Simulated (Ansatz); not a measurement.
**PBE-QIDH/6-311+G(d,p) run of BCl3 (SMILES ClB(Cl)Cl)**

What is the energy change on altering one bond length of BCl3 at PBE-QIDH/6-311+G**? 

The results are computed with Ansatz 0.2.0.

27 further runs of the same task are left out: 1 that didn't finish, 26 set aside as unsound or not needed.

## (1) The molecule

BCl3: 4 atoms, total charge 0, spin state singlet. SMILES: `ClB(Cl)Cl`. Geometry: relaxed at PBE0-D4/def2-TZVP.

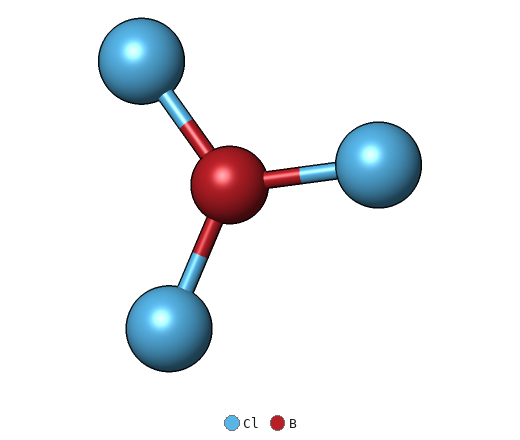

Viewed from a chosen angle; chlorine blue, boron red.

## (2) A single-point energy at PBE-QIDH/6-311+G(d,p)

run.yaml

```yaml
crystal:
  periodic: [false, false, false]
  atoms:
    - {symbol: Cl, position_ang: [-0.257920, 0.516440, 1.638340]}
    - {symbol: B, position_ang: [-0.000000, 0.000000, -0.000010]}
    - {symbol: Cl, position_ang: [0.942010, -1.423060, -0.324000]}
    - {symbol: Cl, position_ang: [-0.684100, 0.906610, -1.314320]}
basis:
  gaussian:
    orbitals: 6-311+G_st__st_-spherical.json
hamiltonian:
  xc: {name: PBE-QIDH}
correlation:
  frozen_orbitals: {B: 1, Cl: 5}
accuracy: high
output: {orbitals: {seedname: orbitals}}
```

The basis set 6-311+G** is read from a file made from the Basis Set Exchange's data (not shown).

Started as:

```bash
$ ansatz run run.yaml --threads 1 --pin off --max-ram 3480MiB --events-out events.jsonl --progress --plain --runs-dir runs
```

Output:

```text
Warning: RAYON_NUM_THREADS=1 ignored (pool sized by the plan → 1); use --threads N
Functional definition: PBE-QIDH
  name "PBE-QIDH"
  parameter a = 3^(-1/3)
  parameter c = 1/3
  exchange = (1 - a)*pbe_x + a*exact_x
  correlation = (1 - c)*pbe_c + c*(mp2_os + mp2_ss)
1845 factors; integrals over basis functions are off by at most 7.1e-9 eV
mean field evaluation 1: about -38221.0294 eV, gradient 1.4e1 eV
mean field evaluation 2: about -38221.0802 eV, gradient 1.4e1 eV
mean field evaluation 4: about -38221.6812 eV, gradient 1.8e0 eV
mean field evaluation 8: about -38221.6937 eV, gradient 1.1e-2 eV
mean field evaluation 16: about -38221.6937 eV, gradient 2.8e-6 eV
mean field -38221.69372587 eV, -1404.6213368313 hartree, gradient 6.0e-8 eV, S^2 0.000000; 0 other end points of the search recorded, 0 dependent functions left out
16 core orbitals not correlated: weight in the atoms' cores, before any rotation towards them, 1.000 or more for the frozen orbitals, at most 0.000 for the correlated occupied ones
reference -38221.69372777 eV, -1404.6213369010 hartree; 12, 12 occupied and 84, 84 virtual orbitals, 1845 factors
second order -15.49426347 eV of doubles, -0.00000000 eV of singles
Total energy: -38226.85848226 eV, -1404.8111381277 hartree
```

Run time: 13 s. Hardware: 1 thread of Arm Neoverse V1, shared host; peak memory 0.35 GiB.

## (3) The distorted shape

in.yaml

```yaml
crystal:
  periodic: [false, false, false]
  atoms:
    - symbol: Cl
      position_ang: [-0.567430, 1.136180, 3.604396]
    - symbol: B
      position_ang: [-0.000000, 0.000000, -0.000010]
    - symbol: Cl
      position_ang: [0.942010, -1.423060, -0.324000]
    - symbol: Cl
      position_ang: [-0.684100, 0.906610, -1.314320]
basis:
  gaussian:
    orbitals: 6-311+G_st__st_-spherical.json
magnetization:
  spin_polarized: false
hamiltonian:
  xc: {name: PBE-QIDH}
correlation:
  frozen_orbitals: {B: 1, Cl: 5}
accuracy: high
output:
  orbitals: {seedname: orbitals}
```

The basis set 6-311+G** is read from a file made from the Basis Set Exchange's data (not shown).

Started as:

```bash
$ ansatz run in.yaml --threads 1 --pin off --max-ram 3480MiB --events-out events.jsonl --progress --plain --runs-dir runs
```

Output, shortened:

```text
Warning: RAYON_NUM_THREADS=1 ignored (pool sized by the plan → 1); use --threads N
Functional definition: PBE-QIDH
  name "PBE-QIDH"
[...]
1796 factors; integrals over basis functions are off by at most 2.2e-8 eV
[...]
mean field -38215.57051532 eV, -1404.3963129941 hartree, gradient 1.9e-8 eV, S^2 0.000000; 0 other end points of the search recorded, 0 dependent functions left out; unrestricted orbitals would lower it
16 core orbitals not correlated: weight in the atoms' cores, before any rotation towards them, 1.000 or more for the frozen orbitals, at most 0.000 for the correlated occupied ones
reference -38215.57051745 eV, -1404.3963130721 hartree; 12, 12 occupied and 84, 84 virtual orbitals, 1796 factors
second order -16.59393405 eV of doubles, -0.00000000 eV of singles
Total energy: -38221.10182880 eV, -1404.5995850150 hartree
```

Wall time 14 s (1 thread of Arm Neoverse V1, shared host); peak memory 0.41 GiB.

## (4) Outcome

At PBE-QIDH/6-311+G**, 16 core orbitals frozen:

| quantity | value |
| --- | --- |
| first shape: total energy | -1404.81114 Eh |
| first shape: HOMO energy (SCF part's orbitals) | -11.41 eV |
| first shape: LUMO energy (SCF part's orbitals) | 0.21 eV |
| first shape: HOMO–LUMO gap (SCF part's orbitals) | 11.63 eV |
| distorted shape: total energy | -1404.59959 Eh |
| distorted shape: HOMO energy (SCF part's orbitals) | -8.59 eV |
| distorted shape: LUMO energy (SCF part's orbitals) | -4.49 eV |
| distorted shape: HOMO–LUMO gap (SCF part's orbitals) | 4.10 eV |
| energy change with the Cl1–B2 bond stretched from 1.737 to 3.822 Å | 5.757 eV |

What this shows: With the Cl1–B2 bond stretched from 1.737 to 3.822 Å the energy rises by 5.76 eV (133 kcal/mol). The first shape isn't relaxed at this level, so the change isn't measured from a minimum. The restricted solution (distorted shape) is unstable to spin breaking: an unrestricted one lies lower.
